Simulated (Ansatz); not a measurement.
# VBiO4 (I4_1/a): the gap up the ladder of methods, part 2 of 2

Wanted: a ladder of band gaps for VBiO4 (I4_1/a), from density functionals to G0W0.

Ansatz 0.2.0; density functionals, hybrids and G0W0, plane waves, PAW. Known limits of the many-body steps: finite bands, screening cutoff and k mesh; no spin-orbit coupling in G0W0; no spin polarisation.

So far. Step 4 (PBE on the 6×6×6 mesh): Over mesh and path the gap is 2.108 eV, from k = (0.000, 0.000, 0.350) to k = (0.167, -0.167, -0.333). The least direct gap found is 2.196 eV, at k = (-0.239, 0.239, 0.239). The pressure in this cell is 4 GPa; the cell is kept. PBE against PBEsol: 2.108 − 2.081 = +0.027 eV, with the same mesh, files and cutoff, and both edges at the same k points.

In doubt: masses and optical values from hybrid runs of this build are listed as unsure (step 10), which bears on the screening that GW takes from such a start.

## 6. r2SCAN on the 6×6×6 mesh

r2SCAN is a meta-GGA: it depends on the kinetic-energy density as well as on the density and its gradient.

This step: DFT, r2SCAN, plane waves, PAW; PAW set soft_1.

input.yaml reads:

```yaml
crystal:
  lattice:
    - [-2.56105292, 2.56105292, 5.7960647]
    - [2.56105292, -2.56105292, 5.7960647]
    - [2.56105292, 2.56105292, -5.7960647]
  atoms:
    - { symbol: V, position: [0.5, 0.5, 0.0] }
    - { symbol: V, position: [0.25, 0.75, 0.5] }
    - { symbol: Bi, position: [0.0, 0.0, 0.0] }
    - { symbol: Bi, position: [0.75, 0.25, 0.5] }
    - { symbol: O, position: [0.17085109, 0.56190276, 0.89100626] }
    - { symbol: O, position: [0.31190276, 0.9208965, 0.89105167] }
    - { symbol: O, position: [0.02984483, 0.42085109, 0.10894833] }
    - { symbol: O, position: [0.6708965, 0.27984483, 0.10899374] }
    - { symbol: O, position: [0.0791035, 0.97015517, 0.39100626] }
    - { symbol: O, position: [0.72015517, 0.82914891, 0.39105167] }
    - { symbol: O, position: [0.57914891, 0.68809724, 0.60899374] }
    - { symbol: O, position: [0.43809724, 0.3291035, 0.60894833] }
kpoints:
  mp_grid: { grid: [6, 6, 6] }
  band_path:
    path:
      - [0.0, 0.0, 0.0]
      - [0.0, 0.0, 0.5]
      - [0.25, 0.25, 0.25]
      - [0.0, 0.5, 0.0]
      - [0.5, 0.5, -0.5]
      - [0.29881021, 0.70118979, -0.29881021]
      - [-0.29881021, 0.29881021, 0.29881021]
      - [-0.09762042, 0.09762042, 0.5]
      - [0.0, 0.0, 0.35]
      - [0.1666666667, -0.1666666667, -0.3333333333]
      - [-0.239048168, 0.239048168, 0.239048168]
    npoints: 1
hamiltonian:
  xc: r2scan
  pseudopotentials: { kind: paw, azcp: { folder: soft_1 } }
scf:
  occupations: { method: fixed }
  n_extra_bands: 8
output:
  eigenvalues: true
  forces: true
  stress: true
```

Run with:

```sh
$ ansatz run input.yaml --threads 2 --pin off --max-ram 92160MiB --backend cuda --events-out ev --progress --plain --runs-dir out --devices 1 --max-vram 13GiB
```

Numbers of over 12 decimals in the logs are rounded to 6 here.

What it wrote:

```text
[...]
GPUs: using 1 of 1 available (devices: 1).
[...]
GPU FFT provider: cuFFT
GPU libraries: cuBLAS 13.8.2, cuFFT 12.4.0, cuSOLVER 12.3.4
Crystal: 12 atoms, lattice volume = 152.065 Å³
Basis set: ecut = 500 eV, 3877 PW (Γ), exchange–correlation on 200×200×200 points (64 copies of the dense FFT grid, shifted against one another)
[...]
k-point 0: bands = [... 48 lower, 7.5925, 7.7804, 7.7804, 8.0264, 11.2090, 11.6602, 11.8796, 12.1592, ... 4 higher]
  k-point 1: bands = [... 48 lower, 7.5386, 7.6934, 7.8461, 8.1249, 11.2739, 11.6013, 11.7163, 11.8100, ... 4 higher]
  k-point 2: bands = [... 48 lower, 7.3904, 7.6278, 7.8167, 8.6231, 11.2830, 11.5461, 11.5485, 11.9362, ... 4 higher]
  k-point 35: bands = [... 48 lower, 7.5362, 7.5362, 7.7148, 7.7148, 11.7161, 11.7161, 11.8073, 11.8073, ... 4 higher]
[key lines of the parts left out:]
SCF converged after 10 iterations
Free energy (F): -35214.031974 eV
Fermi energy:    8.623053 eV
P = ⅓ Tr σ = -0.8931 GPa (-8.931 kbar)
```

Elapsed: 10 s, on 1 × NVIDIA H100 80GB HBM3 (shared by 6 runs) with 2 threads of AMD EPYC 7R13 (Zen 3), shared host; peak memory 1.3 GiB.

This step gave:

- pressure: -0.8931 GPa
- gap: 2.345 eV
- valence top at: k = (0.000, 0.000, 0.350)
- conduction bottom at: k = (0.167, -0.167, -0.333)
- least direct gap: 2.441 eV

Over mesh and listed points the gap is 2.345 eV, from k = (0.000, 0.000, 0.350) to k = (0.167, -0.167, -0.333). The least direct gap found is 2.441 eV, at k = (-0.239, 0.239, 0.239). r2SCAN against PBE: 2.345 − 2.108 = +0.237 eV. The runs also differ in plane-wave cutoff (420 eV and 500 eV), so how much of this comes from the functional alone is not known.

## 7. HSE06 on the 4×4×4 mesh

HSE06 mixes in a quarter of exact exchange at short range.

This step: DFT, HSE06, plane waves, PAW; PAW set soft_1.

Changes to input.yaml since step 6:

```diff
@@ -19,3 +19,3 @@
 kpoints:
-  mp_grid: { grid: [6, 6, 6] }
+  mp_grid: { grid: [4, 4, 4] }
   band_path:
@@ -35,3 +35,3 @@
 hamiltonian:
-  xc: r2scan
+  xc: hse06
   pseudopotentials: { kind: paw, azcp: { folder: soft_1 } }
@@ -42,3 +42 @@
   eigenvalues: true
-  forces: true
-  stress: true
```

What it wrote:

```text
[...]
GPUs: using 1 of 1 available (devices: 1).
[...]
davidson cushion auto → on  (no smearing: the cushion is to keep the highest requested band from converging to the state above it; pin scf.eigensolver.cushion to override)
[...]
GPU FFT provider: cuFFT
GPU libraries: cuBLAS 13.8.2, cuFFT 12.4.0, cuSOLVER 12.3.4
Crystal: 12 atoms, lattice volume = 152.065 Å³
Basis set: ecut = 420 eV, 2995 PW (Γ)
[...]
Fermi energy:    8.040617 eV
[...]
--- Band table (eV; the first three rows and the last of 14) ---
  k-point 0: bands = [... 48 lower, 7.0598, 7.0598, 7.0688, 7.4216, 11.6088, 12.0832, 12.4449, 12.7202, ... 4 higher]
  k-point 1: bands = [... 48 lower, 6.6936, 6.7275, 7.1735, 8.0157, 11.7753, 11.8713, 12.0025, 12.3688, ... 4 higher]
  k-point 2: bands = [... 48 lower, 6.8165, 6.8165, 7.7701, 7.7701, 12.0565, 12.0565, 12.2688, 12.2688, ... 4 higher]
  k-point 13: bands = [... 48 lower, 6.9283, 6.9283, 6.9895, 6.9895, 12.2379, 12.2379, 12.3010, 12.3010, ... 4 higher]
[key lines of the parts left out:]
Free energy (F): -35168.136820 eV
```

The job ended after 81 s (1 × NVIDIA H100 80GB HBM3 (shared by 6 runs) with 2 threads; peak memory 1.9 GiB).

This step gave:

| Property | Result |
| --- | --- |
| gap | 3.204 eV |
| valence top at | k = (0.000, 0.000, 0.350) |
| conduction bottom at | k = (0.167, -0.167, -0.333) |
| least direct gap | 3.305 eV |
| exact-exchange fraction | 0.25 |

Over mesh and listed points the gap is 3.204 eV, from k = (0.000, 0.000, 0.350) to k = (0.167, -0.167, -0.333). The least direct gap found is 3.305 eV, at k = (-0.239, 0.239, 0.239). On the 4×4×4 mesh alone the same run gives 3.339 eV, so that mesh misses an edge of HSE06: 3.339 − 3.204 = +0.135 eV. HSE06 against PBE: 3.204 − 2.108 = +1.096 eV. The runs also differ in mesh (6×6×6 and 4×4×4), so how much of this comes from the functional alone is not known.

## 8. PBE0 on the 4×4×4 mesh

PBE0 mixes in a quarter of exact exchange at all distances.

This step: DFT, PBE0, plane waves, PAW; PAW set soft_1.

Changes to input.yaml since step 7:

```diff
@@ -35,3 +35,3 @@
 hamiltonian:
-  xc: hse06
+  xc: pbe0
   pseudopotentials: { kind: paw, azcp: { folder: soft_1 } }
@@ -42 +42,5 @@
   eigenvalues: true
+  write_density: true
+  write_potential: true
+  elf: true
+  volumetric_format: npy
```

What it wrote:

```text
[...]
GPUs: using 1 of 1 available (devices: 1).
[...]
GPU FFT provider: cuFFT
GPU libraries: cuBLAS 13.8.2, cuFFT 12.4.0, cuSOLVER 12.3.4
Crystal: 12 atoms, lattice volume = 152.065 Å³
Basis set: ecut = 420 eV, 2995 PW (Γ)
Bands: 60, of which v1, the nominal top of the filled ones, is band 52 counted from 1 (51 counted from 0)
Symmetry: 8 space group operations
[...]
k-points: 14 of 64
[...]
Fermi energy:    7.681334 eV
[...]
--- Band table (eV; the first three rows and the last of 14) ---
  k-point 0: bands = [... 48 lower, 6.6648, 6.6648, 6.6845, 7.0444, 11.9771, 12.4479, 12.8332, 13.1100, ... 4 higher]
  k-point 1: bands = [... 48 lower, 6.3151, 6.3323, 6.7828, 7.6541, 12.1386, 12.2386, 12.3724, 12.7471, ... 4 higher]
  k-point 2: bands = [... 48 lower, 6.4197, 6.4197, 7.3999, 7.3999, 12.4351, 12.4351, 12.6362, 12.6362, ... 4 higher]
  k-point 13: bands = [... 48 lower, 6.5394, 6.5394, 6.5943, 6.5943, 12.6197, 12.6197, 12.6799, 12.6799, ... 4 higher]
[key lines of the parts left out:]
Free energy (F): -35163.130482 eV
```

Wall time 73 s (1 × NVIDIA H100 80GB HBM3 (shared by 6 runs) with 2 threads); peak memory 1.9 GiB.

This step gave:

```yaml
gap: 3.918 eV
valence_top_at: k = (0.000, 0.000, 0.350)
conduction_bottom_at: k = (0.167, -0.167, -0.333)
least_direct_gap: 4.018 eV
exact_exchange_fraction: 0.25
```

Over mesh and listed points the gap is 3.918 eV, from k = (0.000, 0.000, 0.350) to k = (0.167, -0.167, -0.333). The least direct gap found is 4.018 eV, at k = (-0.239, 0.239, 0.239). On the 4×4×4 mesh alone the same run gives 4.054 eV, so that mesh misses an edge of PBE0: 4.054 − 3.918 = +0.136 eV. PBE0 against HSE06: 3.918 − 3.204 = +0.714 eV, with the same mesh, files and cutoff, and both edges at the same k points.

## 9. G0W0@PBE, 4×4×4 mesh, 833 empty bands, screening to 180 eV, PAW set soft_1 files

G0W0 replaces the xc potential by a self-energy built once from the orbitals of the start. Levels are corrected in the window of bands that the input names, at points of the mesh.

This step: G0W0 on PBE, plane waves, PAW; PAW set soft_1.

Changes to input.yaml since step 8:

```diff
@@ -20,18 +20,4 @@
   mp_grid: { grid: [4, 4, 4] }
-  band_path:
-    path:
-      - [0.0, 0.0, 0.0]
-      - [0.0, 0.0, 0.5]
-      - [0.25, 0.25, 0.25]
-      - [0.0, 0.5, 0.0]
-      - [0.5, 0.5, -0.5]
-      - [0.29881021, 0.70118979, -0.29881021]
-      - [-0.29881021, 0.29881021, 0.29881021]
-      - [-0.09762042, 0.09762042, 0.5]
-      - [0.0, 0.0, 0.35]
-      - [0.1666666667, -0.1666666667, -0.3333333333]
-      - [-0.239048168, 0.239048168, 0.239048168]
-    npoints: 1
 hamiltonian:
-  xc: pbe0
+  xc: pbe
   pseudopotentials: { kind: paw, azcp: { folder: soft_1 } }
@@ -39,8 +25,7 @@
   occupations: { method: fixed }
-  n_extra_bands: 8
-output:
-  eigenvalues: true
-  write_density: true
-  write_potential: true
-  elf: true
-  volumetric_format: npy
+gw:
+  n_empty_bands: 833
+  ecut_chi: 180.0
+  qp_bands: [v4, c4]
+  qp_kpoints: band_edges
+  screening: { model: contour_deformation }
```

What it wrote:

```text
GPUs: using 1 of 1 available (devices: 1).
[...]
GPU FFT provider: cuFFT
GPU libraries: cuBLAS 13.8.2, cuFFT 12.4.0, cuSOLVER 12.3.4
Crystal: 12 atoms, lattice volume = 152.065 Å³
Basis set: ecut = 420 eV, 2995 PW (Γ)
Bands: 64, of which v1, the nominal top of the filled ones, is band 52 counted from 1 (51 counted from 0)
Symmetry: 8 space group operations
[...]
k-points: 14 of 64
[...]
0    56     12.2137   -17.4396    -6.4949   -24.9346  0.6773    13.2563    13.2138  root
[...]
13    53     11.7739   -17.0069    -6.4628   -24.5359  0.6885    12.8756    12.8400  root
    13    54     11.7739   -17.0069    -6.4628   -24.5359  0.6885    12.8756    12.8400  root
    13    55     11.8534   -16.8140    -6.3635   -24.2603  0.6973    12.9686    12.9363  root
    13    56     11.8534   -16.8140    -6.3635   -24.2603  0.6973    12.9686    12.9363  root
[key lines of the parts left out:]
SCF converged after 10 iterations
Free energy (F): -35166.499152 eV
Fermi energy:    8.798492 eV
```

Wall time 4.4 min (1 × NVIDIA H100 80GB HBM3 (shared by 6 runs) with 2 threads); peak memory 3.4 GiB; 7.5 min of CPU time.

This step gave:

* bands summed: 885
* RPA ε∞ on this mesh (eigenvalues): 6.049, 7.249, 7.249
* plane waves in the screening matrix: 841
* G0W0 gap over the corrected points: 3.557 eV
* k of the valence top: 0, 0.25, 0.25
* k of the conduction bottom: 0, -0.5, 0
* starting gap on the mesh: 2.217 eV
* Z at the valence top: 0.7321
* Z at the conduction bottom: 0.7140
* least direct G0W0 gap over the corrected points: 3.559 eV

Over all 14 irreducible mesh points the G0W0 gap is 3.557 eV, from k = (0.000, 0.250, 0.250) to k = (0.000, -0.500, 0.000). The PBE gap of this run on the mesh is 2.217 eV. The two states that bound the G0W0 gap lie that far apart at the start, so the correction of the gap is 3.557 − 2.217 = +1.340 eV.

## 10. G0W0@HSE06, 4×4×4 mesh, 833 empty bands, screening to 180 eV, PAW set soft_1 files

This step: G0W0 on HSE06, plane waves, PAW; PAW set soft_1.

Changes to input.yaml since step 9:

```diff
@@ -21,3 +21,3 @@
 hamiltonian:
-  xc: pbe
+  xc: hse06
   pseudopotentials: { kind: paw, azcp: { folder: soft_1 } }
```

What it wrote:

```text
GPUs: using 1 of 1 available (devices: 1).
[...]
GPU FFT provider: cuFFT
GPU libraries: cuBLAS 13.8.2, cuFFT 12.4.0, cuSOLVER 12.3.4
Crystal: 12 atoms, lattice volume = 152.065 Å³
Basis set: ecut = 420 eV, 2995 PW (Γ)
Bands: 64, of which v1, the nominal top of the filled ones, is band 52 counted from 1 (51 counted from 0)
Symmetry: 8 space group operations
[...]
k-points: 14 of 64
[...]
0    55     12.4449   -16.6451    -6.2719   -23.4380  0.7231    12.9709    12.9659  root
     0    56     12.7202   -16.8636    -6.2065   -23.5419  0.7225    13.1964    13.1920  root
[...]
13    53     12.2380   -16.3686    -6.1366   -23.0120  0.7321    12.7491    12.7448  root
    13    54     12.2380   -16.3686    -6.1366   -23.0120  0.7321    12.7491    12.7448  root
    13    55     12.3011   -16.1666    -6.0830   -22.7807  0.7391    12.8365    12.8322  root
    13    56     12.3011   -16.1666    -6.0830   -22.7807  0.7391    12.8365    12.8322  root
[key lines of the parts left out:]
Free energy (F): -35168.136820 eV
Fermi energy:    8.040614 eV
```

Elapsed: 5.1 min, on 1 × NVIDIA H100 80GB HBM3 (shared by 6 runs) with 2 threads; peak memory 4.2 GiB.

This step gave:

| Item | Value |
| --- | --- |
| bands summed | 885 |
| RPA ε∞ on this mesh (eigenvalues) | 4.703, 5.384, 5.384 |
| plane waves in the screening matrix | 841 |
| G0W0 gap over the corrected points | 3.735 eV |
| k of the valence top | 0.25, -0.25, 0.25 |
| k of the conduction bottom | 0.25, -0.25, 0.25 |
| starting gap on the mesh | 3.339 eV |
| Z at the valence top | 0.7742 |
| Z at the conduction bottom | 0.7547 |
| least direct G0W0 gap over the corrected points | 3.735 eV |

Over all 14 irreducible mesh points the G0W0 gap is 3.735 eV, direct, at k = (0.250, -0.250, 0.250). The HSE06 gap of this run on the mesh is 3.339 eV. The two states that bound the G0W0 gap lie that far apart at the start, so the correction of the gap is 3.735 − 3.339 = +0.396 eV. G0W0@HSE06 against G0W0@PBE with 885 bands: 3.735 − 3.557 = +0.178 eV. Mesh, set of files and cutoffs are the same, but the valence top and conduction bottom lie at other k points, so this need not be the shift of one pair of states.

## 11. Gap and time by level

Each gap is the least one over the points named; times are wall times on shared hosts, not benchmarks. A G0W0 time includes the run's own self-consistent start. Runs with listed points see these and the mesh alone, so an edge that moves elsewhere is missed. Rows marked * are further runs, not shown as steps, whose inputs differ from the G0W0 step on the same start in the columns given; solver thresholds can differ too.

```tsv
level	mesh	files, cutoff	bands summed, screening	points	gap (eV)	valence top	conduction bottom	least direct gap (eV)	time
LDA	6×6×6	soft_1 PAW, 420 eV	-	mesh and listed points	2.066	(0.000, 0.000, 0.350)	(0.167, -0.167, -0.333)	2.149	11 s
PBEsol	6×6×6	soft_1 PAW, 420 eV	-	mesh and listed points	2.081	(0.000, 0.000, 0.350)	(0.167, -0.167, -0.333)	2.168	11 s
PBE	6×6×6	soft_1 PAW, 420 eV	-	mesh and path	2.108	(0.000, 0.000, 0.350)	(0.167, -0.167, -0.333)	2.196	18 s
PBE+SOC	6×6×6	soft_1 PAW, 420 eV	-	mesh and listed points	1.974	(0.000, 0.000, 0.350)	(0.167, -0.167, -0.333)	2.068	17 s
r2SCAN	6×6×6	soft_1 PAW, 500 eV	-	mesh and listed points	2.345	(0.000, 0.000, 0.350)	(0.167, -0.167, -0.333)	2.441	10 s
HSE06	4×4×4	soft_1 PAW, 420 eV	-	mesh and listed points	3.204	(0.000, 0.000, 0.350)	(0.167, -0.167, -0.333)	3.305	81 s
PBE0	4×4×4	soft_1 PAW, 420 eV	-	mesh and listed points	3.918	(0.000, 0.000, 0.350)	(0.167, -0.167, -0.333)	4.018	73 s
G0W0@PBE*	4×4×4	soft_1 PAW, 420 eV	189, 54 eV	all 14 irreducible mesh points	3.622	(0.250, -0.250, 0.250)	(0.000, -0.500, 0.000)	3.623	24 s
G0W0@PBE*	4×4×4	soft_1 PAW, 420 eV	439, 108 eV	all 14 irreducible mesh points	3.492	(0.000, 0.250, 0.250)	(0.000, -0.500, 0.000)	3.493	55 s
G0W0@PBE	4×4×4	soft_1 PAW, 420 eV	885, 180 eV	all 14 irreducible mesh points	3.557	(0.000, 0.250, 0.250)	(0.000, -0.500, 0.000)	3.559	4.4 min
G0W0@HSE06	4×4×4	soft_1 PAW, 420 eV	885, 180 eV	all 14 irreducible mesh points	3.735	(0.250, -0.250, 0.250)	(0.250, -0.250, 0.250)	3.735	5.1 min
```

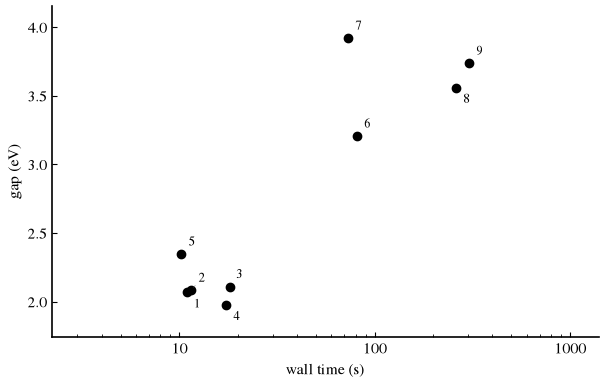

Gap against wall time for the runs shown as steps. Points are numbered: 1 LDA; 2 PBEsol; 3 PBE; 4 PBE+SOC; 5 r2SCAN; 6 HSE06; 7 PBE0; 8 G0W0@PBE (885 bands, 4×4×4); 9 G0W0@HSE06.

## 12. Results

```
LDA, over mesh and listed points                                 : 2.066 eV
PBEsol, over mesh and listed points                              : 2.081 eV
PBE, over mesh and path                                          : 2.108 eV
PBE+SOC, over mesh and listed points                             : 1.974 eV
r2SCAN, over mesh and listed points                              : 2.345 eV
HSE06, over mesh and listed points                               : 3.204 eV
PBE0, over mesh and listed points                                : 3.918 eV
G0W0@PBE (885 bands, 4×4×4), over all 14 irreducible mesh points : 3.557 eV
G0W0@HSE06, over all 14 irreducible mesh points                  : 3.735 eV
known limits                                                     : finite bands, screening cutoff and k mesh; no spin-orbit coupling in G0W0; no spin polarisation
```

**Reading.** The rows run from 1.974 eV (PBE+SOC) to 3.918 eV (PBE0). They differ in mesh, plane-wave cutoff, bands and screening cutoff of G0W0 and the points over which the gap was sought as well as in level, so only pairs that share these are like for like. PBEsol against LDA: 2.081 − 2.066 = +0.015 eV, with the same mesh, files and cutoff, and both edges at the same k points. PBE against PBEsol: 2.108 − 2.081 = +0.027 eV, with the same mesh, files and cutoff, and both edges at the same k points. PBE+SOC against PBE: 1.974 − 2.108 = −0.134 eV, with the same mesh, set of files (read in its fully relativistic form for the spin-orbit run) and cutoff, and both edges at the same k points. The spin-orbit run sees mesh and listed points alone, so its gap is an upper bound: the coupling can move an edge off these points, and the change over the zone, its sign included where it is small, is not known. PBE0 against HSE06: 3.918 − 3.204 = +0.714 eV, with the same mesh, files and cutoff, and both edges at the same k points. G0W0@PBE (885 bands, 4×4×4) moves the gap of its own start on the mesh by 3.557 − 2.217 = +1.340 eV, between the same two levels. Over mesh and path, PBE puts the valence top at k = (0.000, 0.000, 0.350) and conduction bottom at k = (0.167, -0.167, -0.333), where no G0W0 correction was computed. The G0W0 gap over the whole zone is therefore not known from this run; at its settings it can only be equal to or under the 3.557 eV found, and no correction is carried over from another point. For the start itself the gap is 2.108 eV over mesh and path and 2.217 eV on the mesh of the G0W0 run, in runs that differ in mesh (6×6×6 and 4×4×4). G0W0@HSE06 moves the gap of its own start on the mesh by 3.735 − 3.339 = +0.396 eV, between the same two levels. Over mesh and listed points, HSE06 puts the valence top at k = (0.000, 0.000, 0.350) and conduction bottom at k = (0.167, -0.167, -0.333), where no G0W0 correction was computed. The G0W0 gap over the whole zone is therefore not known from this run; at its settings it can only be equal to or under the 3.735 eV found, and no correction is carried over from another point. For the start itself the gap is 3.204 eV over mesh and listed points and 3.339 eV on the mesh of the G0W0 run. What spin-orbit coupling does to the G0W0 levels was not computed, so no sum with the G0W0 gap is formed. For G0W0@PBE: from 189 bands and 54 eV to 885 bands and 180 eV the gap moves by 3.557 − 3.622 = −0.065 eV (rung by rung 3.622, 3.492, 3.557 eV); bands and screening cutoff rise together, so their parts are not told apart. The states that bound the gap change along the series, so no limit is drawn and it is not known. The other G0W0 rows are shown at one basis each (885 bands), so their distance from the limit is not known here. The G0W0 runs are scalar-relativistic. The runs have no spin polarisation, and the cell holds V; whether a magnetic state lies lower is not shown here. Where d states form a band edge, one-shot GW is known to depend on its start; the orbital character of the edges was not analysed here. No pair of G0W0 runs that differ in the mesh alone is shown (4×4×4 is a supercell whose nearest images lie 20 Å apart), so the error from the mesh is not known here. G0W0@PBE runs of this series with other atomic data on the same mesh, not shown as steps, give 3.502 eV (hard PAW, 930 eV, 1296 bands, screening to 234 eV); where bands and cutoffs differ too, the part of the files is not isolated. Failed or unusable runs of this series, left out of the table: G0W0@PBEsol (4×4×4 mesh, soft_1 PAW files, 420 eV, 833 empty bands) reached its time limit after 2.5 min.

[Paths, hosts, dates, memory and timing lines, banners, echoed tables and standing remarks are left out of the program output.]

[Logs are printed without paths, hosts, clocks, repeated set-up lines and the standing remarks that a program may print on its own settings, such as how far it seeks lower states.]

[Runs of the session that timed out or met a known fault of the program may be left out.]

[Cells called generated may have been cut or substituted from an entry of the Crystallography Open Database or the Materials Project.]

[Hosts, paths, dates, database ids (printed as entryN), source tags and the programs' standing remarks are cut or masked in the printed files.]

[Where an RPA ε∞ is given, it is that of the G0W0 mesh and is not shown converged in it. Names of k-points follow the symmetry that the program found, which can be lower than the space group named. Band edges on a path are those of the sampled points; other points can move an edge, and change direct to indirect where valleys lie close.]

[Hybrid gaps are those of their k-mesh and are not shown converged in it.]
